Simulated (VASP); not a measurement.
Here is the system:

```
HfTc
1.0
    3.19541     0.00000     0.00000
    0.00000     3.19541     0.00000
    0.00000     0.00000     3.19541
Hf Tc
1 1
Direct
  0.00000   0.00000   0.00000
  0.50000   0.50000   0.50000
```

Method: LDA (Ceperley-Alder, Perdew-Zunger), VASP's LDA PAW potentials (set 64) (plane waves; VASP). Numerical set-up: 400 eV cut-off, 13×13×13 Γ-centred mesh, tetrahedra with Blöchl corrections, potentials Hf_pv Tc_pv.

Unless said otherwise, spin-orbit coupling is left out, though it shifts the bands of the heavy elements here.

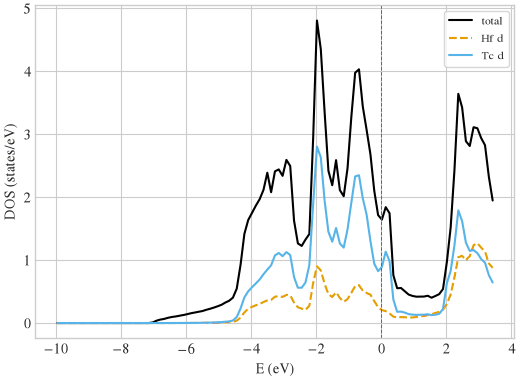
*Total and projected density of states, zero at the Fermi level*

Within 2 eV below the Fermi level the largest weight inside VASP's projection spheres is Tc d, then Hf d.

It has no gap at this level: it comes out as a metal or semimetal.

The structure comes from a computed database's HfTc entry (Pm-3m); how it stands against other phases isn't given here. It was relaxed first. The electron count is odd and the run is not spin-polarised, which forces a metal.
